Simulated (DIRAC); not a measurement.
# AlCl (aluminium monochloride): PBE/dyall-acv2z (DC, uncontracted yes)

Aim: a point of an energy scan of AlCl (aluminium monochloride). 

The calculation is run with DIRAC 26.1 (patched).

13 further runs of the same task are left out: 13 set aside as unsound or not needed.

### Step 1. The molecule

AlCl: 2 atoms, total charge 0, spin state singlet. SMILES: `[Al][Cl]`.

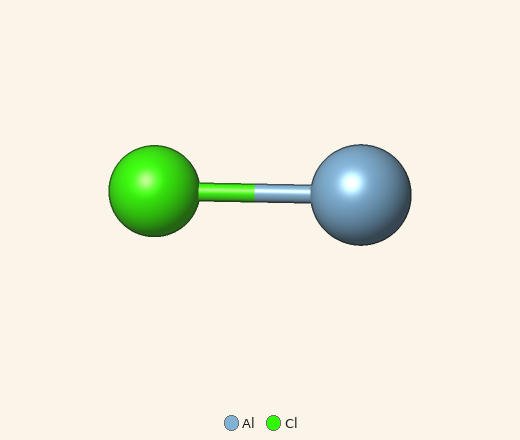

The structure, seen from a chosen angle (aluminium light blue, chlorine green).

### Step 2. A point of an energy scan at PBE/dyall-acv2z (DC, uncontracted yes)

Contents of AlCl.xyz:

```xyz
2
geometry
Al      0.00000000      0.00000000      0.00000000
Cl      0.00000000      0.00000000      2.18122003
```

Contents of scf.inp:

```
**DIRAC
.TITLE
 PBE on AlCl
.WAVE FUNCTION
**HAMILTONIAN
.DFT
PBE
**INTEGRALS
*READIN
.UNCONTRACT
**GRID
.ULTRAFINE
**WAVE FUNCTION
.SCF
**MOLECULE
*BASIS
.DEFAULT
dyall.acv2z
*END OF
```

Started as:

```
$ pam --inp=scf.inp --mol=AlCl.xyz --noarch --mw=163 --aw=368
```

Output:

```text
SCF - CYCLE
                                   -----------

* Convergence on norm of error vector (gradient).
  Desired convergence:1.000D-07
  Allowed convergence:1.000D-06

* ERGVAL - convergence in total energy
* FCKVAL - convergence in maximum change in total Fock matrix
* EVCVAL - convergence in error vector (gradient)
--------------------------------------------------------------------------------------------------------------------------------
           Energy               ERGVAL    FCKVAL    EVCVAL      Conv.acc    CPU          Integrals
--------------------------------------------------------------------------------------------------------------------------------
It.    1    -352.6525131169      0.00D+00  0.00D+00  0.00D+00               0.09680900s   Atom. scrpot
It.    2    -704.2015760964      3.52D+02 -6.25D+00  3.45D+00               1.87300000s   LL SL
It.    3    -704.1725327668     -2.90D-02 -4.94D-01  7.12D-01   DIIS   2    1.62700000s   LL SL
It.    4    -704.1375747722     -3.50D-02  7.24D-01  8.50D-01   DIIS   3    1.63700000s   LL SL
It.    5    -704.3063612384      1.69D-01 -4.13D-01  9.28D-02   DIIS   4    1.63900000s   LL SL
It.    6    -704.3071102082      7.49D-04  3.02D-02  6.09D-02   DIIS   5    1.62900000s   LL SL
It.    7    -704.3080847235      9.75D-04 -3.10D-02  1.33D-02   DIIS   6    1.60400000s   LL SL
It.    8    -704.3081446254      5.99D-05  6.27D-03  1.02D-03   DIIS   7    1.60900000s   LL SL
It.    9    -704.3081448717      2.46D-07  4.94D-04  1.65D-04   DIIS   8    1.60800000s   LL SL
It.   10    -704.3081448736      1.84D-09 -5.16D-05  2.71D-05   DIIS   9    1.58300000s   LL SL
It.   11    -704.3081448738      2.54D-10  1.01D-05  3.40D-06   DIIS   9    1.58100000s   LL SL
It.   12    -704.3081448738      1.41D-11 -1.61D-06  5.12D-07   DIIS   9    1.54900000s   LL SL
It.   13    -704.3081448738     -2.34D-11  9.64D-08  4.34D-08   DIIS   9    1.50400000s   LL SL
--------------------------------------------------------------------------------------------------------------------------------
* Convergence after   13 iterations.
      No 2-ints    :    0.09700000s
      LL SL        :    1.62025000s

                                   TOTAL ENERGY
                                   ------------

   Charge of molecule : 0

   Electronic energy                        :    -757.92410485469179

   Other contributions to the total energy
   Nuclear repulsion energy                 :      53.61594058451041
   SS Coulombic correction                  :       0.00001939635498

   Sum of all contributions to the energy
   Total energy                             :    -704.30814487382645

                                   Eigenvalues
                                   -----------

* Block   1 in E1 :  Omega =  1/2
  * Closed shell, f = 1.0000
  -101.02779860323  ( 2)      -55.53522043041  ( 2)       -9.21879316598  ( 2)       -7.01520767818  ( 2)       -6.95403302467  ( 2)
    -3.98070773864  ( 2)       -2.57616464785  ( 2)       -2.55822338500  ( 2)       -0.73226650934  ( 2)       -0.36414263575  ( 2)
    -0.28767495582  ( 2)       -0.22731893444  ( 2)
  * Virtual eigenvalues, f = 0.0000
    -0.09073890610  ( 2)       -0.02277022700  ( 2)        0.00083761720  ( 2)        0.01897609391  ( 2)        0.03532663259  ( 2)
     0.06289382435  ( 2)        0.08629047602  ( 2)        0.10031630994  ( 2)        0.14596763910  ( 2)        0.16070828227  ( 2)
     0.22761574388  ( 2)        0.24309394466  ( 2)        0.27005467832  ( 2)        0.27894906345  ( 2)        0.41116862501  ( 2)
     0.44748322545  ( 2)        0.56210489442  ( 2)        0.69305238705  ( 2)        0.85272484980  ( 2)        1.03452572817  ( 2)
     1.04577522228  ( 2)        1.14119277381  ( 2)        1.73374910675  ( 2)        1.76215422618  ( 2)        2.20116442477  ( 2)
     2.40850056826  ( 2)        3.91350086393  ( 2)        4.01441058483  ( 2)        4.02066726842  ( 2)        4.05906908188  ( 2)
     4.25199126361  ( 2)        9.31323956960  ( 2)        9.41715250288  ( 2)        9.45282624929  ( 2)       10.78266922991  ( 2)
    10.95535870959  ( 2)       17.26307513708  ( 2)       17.42463515422  ( 2)       19.91944842716  ( 2)       19.94793726728  ( 2)
    30.28491405694  ( 2)       40.29519819919  ( 2)       40.48418076891  ( 2)       62.96869617320  ( 2)       64.92720434026  ( 2)
    65.27468093308  ( 2)      131.98365817959  ( 2)      148.76227067980  ( 2)      149.31012146358  ( 2)      242.86702923450  ( 2)
   244.33553024945  ( 2)      269.58794220084  ( 2)      458.55916679980  ( 2)      655.67265326740  ( 2)      660.64532084985  ( 2)
   926.20530509474  ( 2)     1072.45411868652  ( 2)     1086.02402109583  ( 2)     1513.62957220750  ( 2)     2979.60666439273  ( 2)
  5014.65093503185  ( 2)     9311.95710306510  ( 2)    16628.57591170133  ( 2)    28240.62274753240  ( 2)    57186.65400470314  ( 2)
 89968.94444552092  ( 2)

* Block   2 in E1 :  Omega =  3/2
  * Closed shell, f = 1.0000
    -6.95245437946  ( 2)       -2.56122164909  ( 2)       -0.28502245346  ( 2)
  * Virtual eigenvalues, f = 0.0000
    -0.09010869048  ( 2)        0.01903712167  ( 2)        0.05798647244  ( 2)        0.08664258458  ( 2)        0.10037402533  ( 2)
     0.24365277092  ( 2)        0.27014101050  ( 2)        0.27534808718  ( 2)        0.32160830976  ( 2)        0.44773002213  ( 2)
     0.69556752627  ( 2)        0.96479978690  ( 2)        1.03472940299  ( 2)        1.69485326161  ( 2)        1.73393179322  ( 2)
     2.20637854039  ( 2)        3.92825433992  ( 2)        4.01549587969  ( 2)        4.06027985131  ( 2)        9.39532894096  ( 2)
     9.41948321021  ( 2)       10.80230990016  ( 2)       17.32459940169  ( 2)       19.89361110844  ( 2)       19.93561828896  ( 2)
    40.38126043713  ( 2)       65.20710129715  ( 2)      149.24490272476  ( 2)      244.28902927133  ( 2)      660.60491423069  ( 2)
  1085.99458311855  ( 2)

* Block   3 in E1 :  Omega =  5/2
  * Virtual eigenvalues, f = 0.0000
     0.05799217879  ( 2)        0.27543090024  ( 2)        0.32164588477  ( 2)        0.96520422865  ( 2)        1.69519037298  ( 2)
     4.01781190689  ( 2)        9.39953198933  ( 2)       19.91357578470  ( 2)

* Occupation in fermion symmetry E1
  * Inactive orbitals
      1/2  1/2  1/2  1/2  1/2  3/2  1/2  1/2  3/2  1/2  1/2  1/2  1/2  3/2  1/2
  * Virtual orbitals
      1/2  3/2  1/2  1/2  1/2  3/2  1/2  3/2  5/2  1/2  1/2  3/2  1/2  3/2  1/2  1/2  1/2  1/2
      3/2  1/2  3/2  3/2  5/2  1/2  3/2  5/2  1/2  1/2  3/2  1/2  1/2  3/2  1/2  3/2  5/2  1/2
      3/2  1/2  1/2  3/2  5/2  1/2  3/2  1/2  1/2  3/2  1/2  1/2  3/2  1/2  3/2  5/2  1/2  1/2
      3/2  1/2  1/2  3/2  5/2  1/2  3/2  1/2  1/2  3/2  1/2  1/2  3/2  1/2  3/2  5/2  1/2  3/2
      1/2  1/2  1/2  3/2  1/2  1/2  1/2  3/2  1/2  1/2  1/2  3/2  1/2  1/2  3/2  1/2  1/2  1/2
      1/2  3/2  1/2  1/2  1/2  3/2  1/2  1/2  1/2  1/2  1/2  1/2  1/2  1/2  1/2

* Occupation of subblocks
                       E1 :   1/2  3/2  5/2
  closed shells (f=1.0000):   12    3    0
 virtual shells (f=0.0000):   66   31    8
tot.num. of pos.erg shells:   78   34    8

* HOMO - LUMO gap:

    E(LUMO) :    -0.09073891 au (symmetry E1 )
  - E(HOMO) :    -0.22731893 au (symmetry E1 )
  ------------------------------------------
    gap     :     0.13658003 au

 * Closing HDF5 checkpoint file
    - Checkpoint file contains all required data, can be used for restarts
    - Checkpoint file closed

*****************************************************
********** E N D   of   D I R A C  output  **********
*****************************************************

>>>> Total WALL time used in DIRAC: 20s
```

Wall time 20 s (1 thread of Arm Neoverse V2, shared host); peak memory 0.073 GiB.

### Step 3. What came out

Level: PBE/dyall-acv2z (DC, uncontracted yes).

| quantity | value |
| --- | --- |
| total energy | -704.30814 Eh |
| HOMO energy | -6.19 eV |
| LUMO energy | -2.47 eV |
| HOMO–LUMO gap | 3.72 eV |
